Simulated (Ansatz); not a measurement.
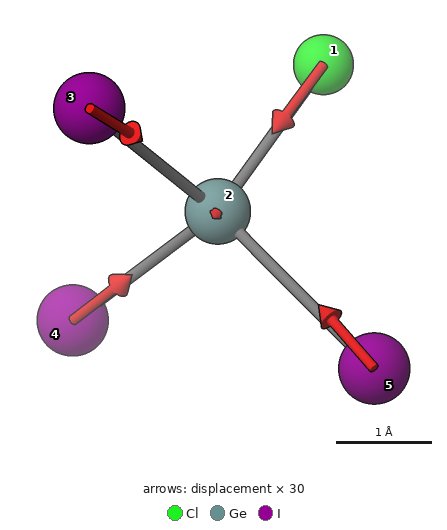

A relaxation of GeI3Cl. The starting structure is drawn; red arrows show the displacements, magnified 30 times. The two geometries are superimposed by the best rigid fit.

The picture is a ball-and-stick view, seen from a free direction.

The start comes from PBE-D4/def2-SVP.

Computed with RKS PBE0-D4/def2-TZVP (Ansatz 0.2.0).

The input:
```yaml
crystal:
  periodic: [false, false, false]
  atoms:
    - {symbol: Cl, position_ang: [-0.849734, -0.114316, 2.033620]}
    - {symbol: Ge, position_ang: [-0.008260, -0.016801, 0.035193]}
    - {symbol: I, position_ang: [2.001314, -1.548810, -0.065431]}
    - {symbol: I, position_ang: [-1.771666, -0.766344, -1.615375]}
    - {symbol: I, position_ang: [0.678246, 2.372671, -0.429307]}
basis:
  gaussian: {orbitals: def2-TZVP}
hamiltonian: {xc: pbe0, dispersion: d4}
relax: {f_tol: 0.005, max_steps: 150}
```

Command:
```bash
ansatz run in.yaml --threads 4 --pin off --events-out ev --progress --plain --max-ram 11315MiB
```

Question: Describe the change and its energy.

Answer: The largest move after the best rigid fit is that of Cl1, 0.035 Å. By element the largest moves are Cl 0.035 Å, I 0.033 Å, Ge 0.004 Å. Among the contacts that change: Ge2–I3 2.529 → 2.495 Å, Cl1–Ge2 2.171 → 2.139 Å. After 3 accepted moves (4 points after the start) the energy has fallen by 0.030 eV. Largest force component: 0.5 eV/Å at the start, 0.0018 eV/Å at the end. The line search rejected the trial step at point 2 of the run.
